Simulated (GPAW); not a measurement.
# Property calculation of AlF$_{4}$ (charge −1)

AlF$_{4}$, charge −1, SMILES [F][Al-]([F])([F])[F], computed with vdW-DF/dz(dzp), scalar-relativistic datasets (GPAW 26.7.0).

The geometry comes from this level: GFN2-xTB.

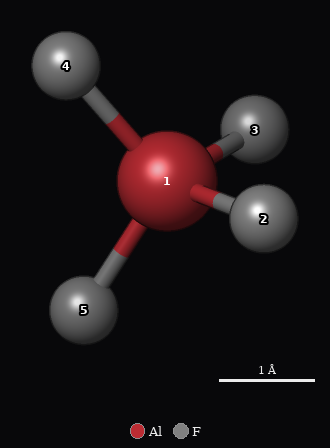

**Figure 1.** The input geometry (ball-and-stick view, seen at a tilt; atoms are numbered from 1 in the order of the input). Sticks mark near contacts. Bond lengths as drawn: Al–F 1.68 Å.

Key numbers:

- outcome: converged
- energy relative to the program's reference atoms: −65.2605 eV
- basis functions: 40
- largest force: 2.127 eV/Å
- HOMO: −3.10 eV
- LUMO: 6.04 eV
- hardware: 1 thread of Arm Neoverse V2, 24 GiB of memory available, shared host
- wall time: 17 s
- peak memory: 0.83 GiB

Notes:

Settings chosen away from the usual ones: conv set to {"density": 1e-06}; nbands set to 150%; h set to 0.25 (from 0.22). On so coarse a grid the energy depends on the position of the molecule, which gives spurious forces.

Input (molecule_sp.py):
```python
import numpy as np
from ase import Atoms
from ase.io import write
from ase.units import Bohr
from gpaw import GPAW
from gpaw.utilities.adjust_cell import adjust_cell

# Atomic positions
positions_bohr = np.array(
              [[ -0.000113,   0.000132,   0.000283],
               [  0.022677,  -0.034941,   3.180504],
               [  2.992929,   0.020598,  -1.076048],
               [ -1.514275,   2.602625,  -1.026197],
               [ -1.501217,  -2.588415,  -1.078561]])
atoms = Atoms('AlFFFF', positions=positions_bohr * Bohr)
adjust_cell(atoms, 5.0, h=0.25)

# Calculator
dft = GPAW(mode='lcao',
           convergence={'density': 1e-06},
           basis='dz(dzp)',
           h=0.25,
           xc={'name': 'vdW-DF', 'backend': 'libvdwxc'},
           maxiter=100,
           nbands='150%',
           charge=-1,
           txt='-')
atoms.calc = dft

energy = atoms.get_potential_energy()
print(f'Energy = {energy:.5f} eV')
forces = atoms.get_forces()
print('Forces (eV/Ang)')
for symbol, f in zip(atoms.symbols, forces):
    print(f'{symbol:2} {f[0]:9.4f} {f[1]:9.4f} {f[2]:9.4f}')
homo, lumo = dft.get_homo_lumo()
print(f'HOMO: {homo:.3f} eV')
print(f'LUMO                    {lumo:.3f} eV')
print(f'Gap                     {lumo - homo:.3f} eV')
write('density.cube', atoms, data=dft.get_all_electron_density(gridrefinement=2) * Bohr**3)
```

Launched with:
```bash
python molecule_sp.py
```

Log:
```
__  _  _
 | _ |_)|_||  |
 |__||  | ||/\| - 26.7.0

units:  Angstrom and eV
cores:  1
OpenMP: False

Versions:
  Python: 3.12.14
  ASE:    3.29.0
  Numpy:  2.5.5
  Scipy:  1.18.1
  Libxc:  7.0.0

        _gpaw.cpython-312-aarch64-linux-gnu.so

Input parameters:
  mode=LCAO(),
  basis={'default': 'dz(dzp)'},
  charge=-1,
  convergence={'density': 1e-06},
  h=0.25,
  maxiter=100,
  nbands='150%',
  xc=XC(name='vdW-DF', backend='libvdwxc')
         .-------------------------------.
        /|                               |
       / |                               |
      /  |                               |
     /   |                               |
    /    |                               |
   /     |                               |
  /      |                               |
 *       |                               |
 |       |                               |
 |       |                               |
 |       |          F                    |
 |       |                               |
 |       |         FAl  F                |
 |       |       F                       |
 |       |                               |
 |       .-------------------------------.
 |      /                               /
 |     /                               /
 |    /                               /
 |   /                               /
 |  /                               /
 | /                               /
 |/                               /
 *-------------------------------*

Atoms  # Å, Bohr magnetons
|   | symbol |        x |        y |        z |    initial magnetic moments |
|---|--------|----------|----------|----------|-----------------------------|
| 0 |     Al | 6.108705 | 6.496310 | 5.944000 | ( 0.0000,  0.0000,  0.0000) |
| 1 |      F | 6.120765 | 6.477750 | 7.626900 | ( 0.0000,  0.0000,  0.0000) |
| 2 |      F | 7.692555 | 6.507140 | 5.374430 | ( 0.0000,  0.0000,  0.0000) |
| 3 |      F | 5.307445 | 7.873490 | 5.400810 | ( 0.0000,  0.0000,  0.0000) |
| 4 |      F | 5.314355 | 5.126510 | 5.373100 | ( 0.0000,  0.0000,  0.0000) |

Unit cell  # Å
| periodic |         x |         y |         z |   lengths |    angles |
|----------|-----------|-----------|-----------|-----------|-----------|
|       no | 13.000000 |  0.000000 |  0.000000 | 13.000000 | 90.000000 |
|       no |  0.000000 | 13.000000 |  0.000000 | 13.000000 | 90.000000 |
|       no |  0.000000 |  0.000000 | 13.000000 | 13.000000 | 90.000000 |

Number of symmetries: 1
Symmetry operations  # r_c * U_cc + t_c -> r_c
|   | kind |            matrix            |
|---|------|------------------------------|
| 0 |  E   |  1, 0, 0,  0, 1, 0,  0, 0, 1 |

BZ-sampling:
  Number of BZ points: 1
  Number of IBZ points: 1

  Monkhorst-Pack size: [1, 1, 1]
  Monkhorst-Pack shift: [0, 0, 0]

K-points  # in reciprocal-cell coordinates
|   |                                coordinates |     weight |
|---|--------------------------------------------|------------|
| 0 | (  0.00000000,   0.00000000,   0.00000000) | 1.00000000 |

basis functions: 40
Spin-components: 1 (collinear spins)
Bands:           24
Projectors:      25
Spin-degeneracy: 2
Datatype:        <class 'float'>

  Storage: CPU
  Wave functions: 7_680 bytes (7_680 per core)

Parallelization:
  kpt:    1
  domain: 1
  band:   1

Density:
  Valence electrons: 31.0
  Components: 1
  Grid points: [52 52 52]
  Charge: -1.0  # |e|

Potential:
  Grid points: [52 52 52]

species:
  Al:
    name:    Aluminium
    Z:       13.0
    valence: 3
    core:    10
    charge:  0.0  # [|e|]
    file:    Al.revPBE.gz
    compensation charges:
      type: gauss
      rc: 0.34  # [Å]
      lmax: 2
    cutoffs:
      filter: 1.91  # [Å]
      core: 2.36  # [Å]
    projectors
    | kind |    occ | energy [eV] | rcut [Å] |
    |------|--------|-------------|----------|
    |   3s |  2.000 |      -7.723 |    1.085 |
    |   3p |  1.000 |      -2.699 |    1.085 |
    |    s |        |      19.489 |    1.085 |
    |    p |        |      24.513 |    1.085 |
    |    d |        |       0.000 |    1.085 |

    LCAO basis set for Al:
      Name: dz(dzp)
      File: Al.dzp.basis.gz
      Number of radial functions: 4
      Number of spherical harmonics: 8
        l=0, rc=7.8750 Bohr: 3s-sz confined orbital
        l=1, rc=10.4219 Bohr: 3p-sz confined orbital
        l=0, rc=4.6094 Bohr: 3s-dz split-valence wave
        l=1, rc=6.2812 Bohr: 3p-dz split-valence wave
      Number of RI-basis functions 0

  F:
    name:    Fluorine
    Z:       9.0
    valence: 7
    core:    2
    charge:  0.0  # [|e|]
    file:    F.revPBE.gz
    compensation charges:
      type: gauss
      rc: 0.20  # [Å]
      lmax: 2
    cutoffs:
      filter: 1.14  # [Å]
      core: 0.74  # [Å]
    projectors
    | kind |    occ | energy [eV] | rcut [Å] |
    |------|--------|-------------|----------|
    |   2s |  2.000 |     -29.933 |    0.635 |
    |   2p |  5.000 |     -11.043 |    0.635 |
    |    s |        |      -2.721 |    0.635 |
    |    p |        |      16.168 |    0.635 |
    |    d |        |       0.000 |    0.635 |

    LCAO basis set for F:
      Name: dz(dzp)
      File: F.dzp.basis.gz
      Number of radial functions: 4
      Number of spherical harmonics: 8
        l=0, rc=3.8594 Bohr: 2s-sz confined orbital
        l=1, rc=4.8750 Bohr: 2p-sz confined orbital
        l=0, rc=2.0156 Bohr: 2s-dz split-valence wave
        l=1, rc=2.6094 Bohr: 2p-dz split-valence wave
      Number of RI-basis functions 0

Reference energy: -17469.073925  # eV

eigensolver:
  <gpaw.new.lcao.eigensolver.LCAOEigensolver object at 0xfaef0d00b320>
density mixing:
  MSR1-Mixer
  Pratt-step length: 0.05
  Maximum mixing coefficient: 0.75
  Old densities: 10
  SVD Regularization: 0.005
  Good broyden scale: 1.0
  Trust region scale: 1.0
  Backstep threshold: 4.0
  History deletion threshold: 6.0
  Fourier metric: weight=20.0, sigma=0.015

occupation numbers:
  # Zero width

FastPoissonSolver using
    Stencil: 6*3+1=19 point O(h^6) finite-difference Laplacian
    FFT axes: []
    FST axes: [np.int64(0), np.int64(1), np.int64(2)]

xc functional:
  name: vdW-DF with libvdwxc
  Mode: serial
  Semilocal: GGA_X_PBE_R+LDA_C_PW with 2 nearest neighbor stencil
  Local blocksize: 104 x 104 x 104
  PAW datasets: revPBE
interpolation: tri-quintic # 5. degree polynomial

         .-------------------------------.
        /|                               |
       / |                               |
      /  |                               |
     /   |                               |
    /    |                               |
   /     |                               |
  /      |                               |
 *       |                               |
 |       |                               |
 |       |                               |
 |       |          F                    |
 |       |                               |
 |       |         FAl  F                |
 |       |       F                       |
 |       |                               |
 |       .-------------------------------.
 |      /                               /
 |     /                               /
 |    /                               /
 |   /                               /
 |  /                               /
 | /                               /
 |/                               /
 *-------------------------------*

Atoms  # Å, Bohr magnetons
|   | symbol |        x |        y |        z |    initial magnetic moments |
|---|--------|----------|----------|----------|-----------------------------|
| 0 |     Al | 6.108705 | 6.496310 | 5.944000 | ( 0.0000,  0.0000,  0.0000) |
| 1 |      F | 6.120765 | 6.477750 | 7.626900 | ( 0.0000,  0.0000,  0.0000) |
| 2 |      F | 7.692555 | 6.507140 | 5.374430 | ( 0.0000,  0.0000,  0.0000) |
| 3 |      F | 5.307445 | 7.873490 | 5.400810 | ( 0.0000,  0.0000,  0.0000) |
| 4 |      F | 5.314355 | 5.126510 | 5.373100 | ( 0.0000,  0.0000,  0.0000) |

Unit cell  # Å
| periodic |         x |         y |         z |   lengths |    angles |
|----------|-----------|-----------|-----------|-----------|-----------|
|       no | 13.000000 |  0.000000 |  0.000000 | 13.000000 | 90.000000 |
|       no |  0.000000 | 13.000000 |  0.000000 | 13.000000 | 90.000000 |
|       no |  0.000000 |  0.000000 | 13.000000 | 13.000000 | 90.000000 |

Number of symmetries: 1
Symmetry operations  # r_c * U_cc + t_c -> r_c
|   | kind |            matrix            |
|---|------|------------------------------|
| 0 |  E   |  1, 0, 0,  0, 1, 0,  0, 0, 1 |

BZ-sampling:
  Number of BZ points: 1
  Number of IBZ points: 1

  Monkhorst-Pack size: [1, 1, 1]
  Monkhorst-Pack shift: [0, 0, 0]

K-points  # in reciprocal-cell coordinates
|   |                                coordinates |     weight |
|---|--------------------------------------------|------------|
| 0 | (  0.00000000,   0.00000000,   0.00000000) | 1.00000000 |

basis functions: 40
Spin-components: 1 (collinear spins)
Bands:           24
Projectors:      25
Spin-degeneracy: 2
Datatype:        <class 'float'>

  Storage: CPU
  Wave functions: 7_680 bytes (7_680 per core)

Parallelization:
  kpt:    1
  domain: 1
  band:   1

Density:
  Valence electrons: 31.0
  Components: 1
  Grid points: [52 52 52]
  Charge: -1.0  # |e|

Potential:
  Grid points: [52 52 52]

species:
  Al:
    name:    Aluminium
    Z:       13.0
    valence: 3
    core:    10
    charge:  0.0  # [|e|]
    file:    Al.revPBE.gz
    compensation charges:
      type: gauss
      rc: 0.34  # [Å]
      lmax: 2
    cutoffs:
      filter: 1.91  # [Å]
      core: 2.36  # [Å]
    projectors
    | kind |    occ | energy [eV] | rcut [Å] |
    |------|--------|-------------|----------|
    |   3s |  2.000 |      -7.723 |    1.085 |
    |   3p |  1.000 |      -2.699 |    1.085 |
    |    s |        |      19.489 |    1.085 |
    |    p |        |      24.513 |    1.085 |
    |    d |        |       0.000 |    1.085 |

    LCAO basis set for Al:
      Name: dz(dzp)
      File: Al.dzp.basis.gz
      Number of radial functions: 4
      Number of spherical harmonics: 8
        l=0, rc=7.8750 Bohr: 3s-sz confined orbital
        l=1, rc=10.4219 Bohr: 3p-sz confined orbital
        l=0, rc=4.6094 Bohr: 3s-dz split-valence wave
        l=1, rc=6.2812 Bohr: 3p-dz split-valence wave
      Number of RI-basis functions 0

  F:
    name:    Fluorine
    Z:       9.0
    valence: 7
    core:    2
    charge:  0.0  # [|e|]
    file:    F.revPBE.gz
    compensation charges:
      type: gauss
      rc: 0.20  # [Å]
      lmax: 2
    cutoffs:
      filter: 1.14  # [Å]
      core: 0.74  # [Å]
    projectors
    | kind |    occ | energy [eV] | rcut [Å] |
    |------|--------|-------------|----------|
    |   2s |  2.000 |     -29.933 |    0.635 |
    |   2p |  5.000 |     -11.043 |    0.635 |
    |    s |        |      -2.721 |    0.635 |
    |    p |        |      16.168 |    0.635 |
    |    d |        |       0.000 |    0.635 |

    LCAO basis set for F:
      Name: dz(dzp)
      File: F.dzp.basis.gz
      Number of radial functions: 4
      Number of spherical harmonics: 8
        l=0, rc=3.8594 Bohr: 2s-sz confined orbital
        l=1, rc=4.8750 Bohr: 2p-sz confined orbital
        l=0, rc=2.0156 Bohr: 2s-dz split-valence wave
        l=1, rc=2.6094 Bohr: 2p-dz split-valence wave
      Number of RI-basis functions 0

Reference energy: -17469.073925  # eV

eigensolver:
  <gpaw.new.lcao.eigensolver.LCAOEigensolver object at 0xfaef0d0ad9d0>
density mixing:
  MSR1-Mixer
  Pratt-step length: 0.05
  Maximum mixing coefficient: 0.75
  Old densities: 10
  SVD Regularization: 0.005
  Good broyden scale: 1.0
  Trust region scale: 1.0
  Backstep threshold: 4.0
  History deletion threshold: 6.0
  Fourier metric: weight=20.0, sigma=0.015

occupation numbers:
  # Zero width

FastPoissonSolver using
    Stencil: 6*3+1=19 point O(h^6) finite-difference Laplacian
    FFT axes: []
    FST axes: [np.int64(0), np.int64(1), np.int64(2)]

xc functional:
  name: vdW-DF with libvdwxc
  Mode: serial
  Semilocal: GGA_X_PBE_R+LDA_C_PW with 2 nearest neighbor stencil
  Local blocksize: 104 x 104 x 104
  PAW datasets: revPBE
interpolation: tri-quintic # 5. degree polynomial

Initialization done in: 3.813 s

convergence criteria:
- Maximum integral of absolute [dens]ity change: 1e-06 electrons / valence electron
- Maximum [total energy] change in last 3 cyles: 0.0005 eV / valence electron
- Maximum integral of absolute [eigenst]ate change: 4e-08 eV^2 / valence electron
maximum number of iterations: 100

SCF iterations
|iter     |     time |      energy | eigst |  dens |
|---------|----------|-------------|-------|-------|
|iter:   1| 00:00:03 |  -66.725254 |      c|       |
|iter:   2| 00:00:05 |  -66.541860 |      c| -1.11 |
|iter:   3| 00:00:06 |  -65.300572 |      c| -1.14 |
|iter:   4| 00:00:07 |  -65.261662 |      c| -1.80 |
|iter:   5| 00:00:08 |  -65.260695 |      c| -2.60 |
|iter:   6| 00:00:09 |  -65.260543c|      c| -3.02 |
|iter:   7| 00:00:10 |  -65.260540c|      c| -4.05 |
|iter:   8| 00:00:12 |  -65.260539c|      c| -4.59 |
|iter:   9| 00:00:13 |  -65.260539c|      c| -5.61 |
|iter:  10| 00:00:14 |  -65.260539c|      c| -5.98 |
|iter:  11| 00:00:15 |  -65.260539c|      c| -6.35c|

Converged in 11 steps
SCF loop duration: 11.678 s (1.062 s/step)
Energy contributions relative to reference atoms: (reference = -17469.073925)

Energy contributions:
  Kinetic:          70.198598
  Coulomb:         -58.039919
  Zero:              4.922344
  External:          0.000000
  Xc:              -82.341563
  Entropy:           0.000000
  Spinorbit:         0.000000
  ----------------------------
  Free energy:     -65.260539
  Extrapolated:    -65.260539

dipole moment: (-6.106459, -6.495847, -5.940146)  # |e|*Ang

Fermi level: 1.468
Eigenvalues  # (at kpt = [0.000, 0.000, 0.000])
| band index |      eig [eV] | occ [0-2] |
|------------|---------------|-----------|
|          0 |       -23.324 |     2.000 |
|        ... |               |           |
|          8 |        -3.768 |     2.000 |
|          9 |        -3.757 |     2.000 |
|         10 |        -3.754 |     2.000 |
|         11 |        -3.746 |     2.000 |
|         12 |        -3.743 |     2.000 |
|         13 |        -3.111 |     2.000 |
|         14 |        -3.110 |     2.000 |
|         15 |        -3.104 |     2.000 |
|         16 |         6.041 |     0.000 |
|         17 |         6.438 |     0.000 |
|         18 |         6.446 |     0.000 |
|         19 |         6.447 |     0.000 |
|         20 |        11.885 |     0.000 |
|         21 |        11.900 |     0.000 |
|         22 |        11.905 |     0.000 |
|         23 |        14.719 |     0.000 |

Gap: 9.145 eV
Transition (v -> c):
  (s=0, k=0, n=15, [0.00, 0.00, 0.00]) -> (s=0, k=0, n=16, [0.00, 0.00, 0.00])
No difference between direct/indirect transitions
vacuum-level: 0.000  # V
Energy = -65.26054 eV

Forces  # eV/Ang
|        x |        y |        z |
|----------|----------|----------|
|  0.02697 |  0.00115 |  0.02282 |  # Al   0
|  0.01007 |  0.10946 |  2.12380 |  # F    1
|  1.95295 |  0.05751 | -0.72278 |  # F    2
| -0.99880 |  1.68797 | -0.58849 |  # F    3
| -1.03716 | -1.65979 | -0.73661 |  # F    4

Force computation time: 0.033  # s
Forces (eV/Ang)
Al    0.0270    0.0011    0.0228
F     0.0101    0.1095    2.1238
F     1.9529    0.0575   -0.7228
F    -0.9988    1.6880   -0.5885
F    -1.0372   -1.6598   -0.7366
HOMO: -3.104 eV
LUMO                    6.041 eV
Gap                     9.145 eV
```

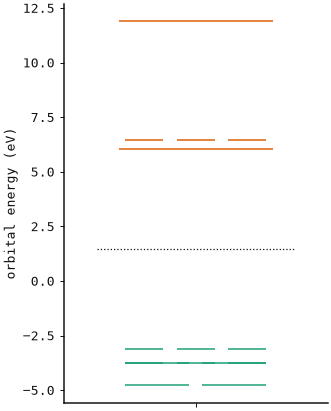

**Figure 2.** Orbital energies near the frontier; the dotted line parts filled from empty levels, and levels within 0.02 eV of each other stand side by side. Highest filled −3.10 eV, lowest empty 6.04 eV, 9.14 eV apart.
